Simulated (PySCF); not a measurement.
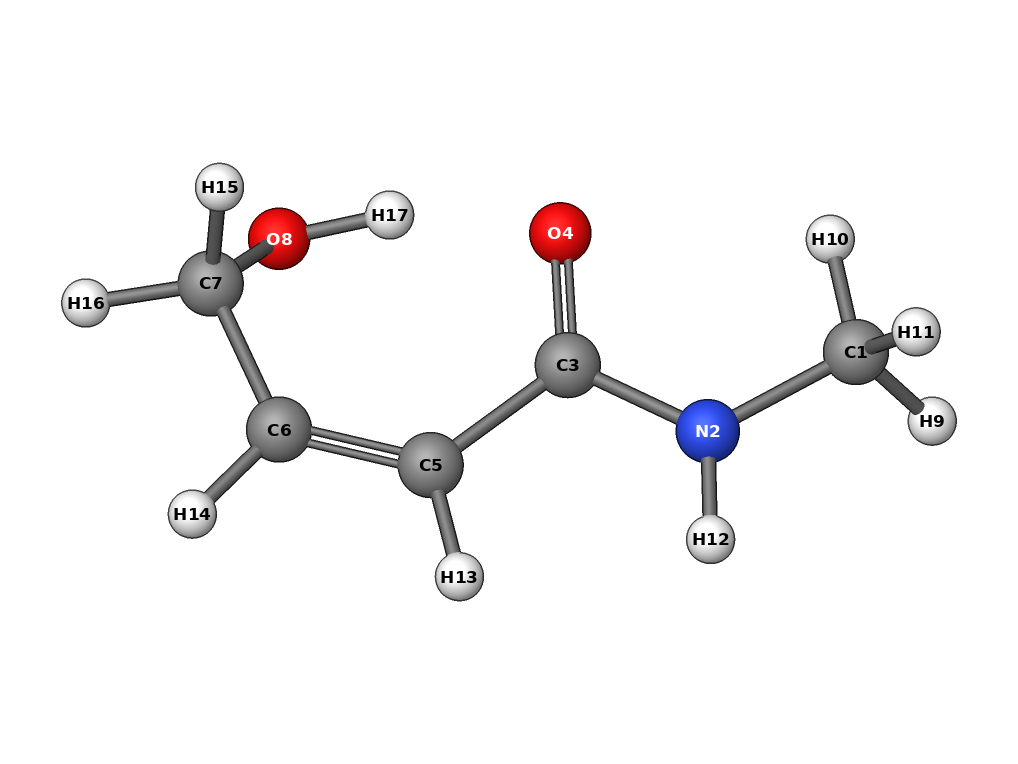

The questions are on isotropic NMR shieldings of the O atoms. The geometry was computed by an optimisation with GFN2-xTB. No frequency run is at hand to confirm it as a minimum. Properties computed with GIAO PBE0/pcSseg-1 NMR shielding, non-relativistic, gas phase (PySCF 2.14.0).

Give the isotropic NMR shieldings of the O atoms atom by atom.

```tsv
atom	σ (ppm)
O4	−25.0
O8	297.8
```
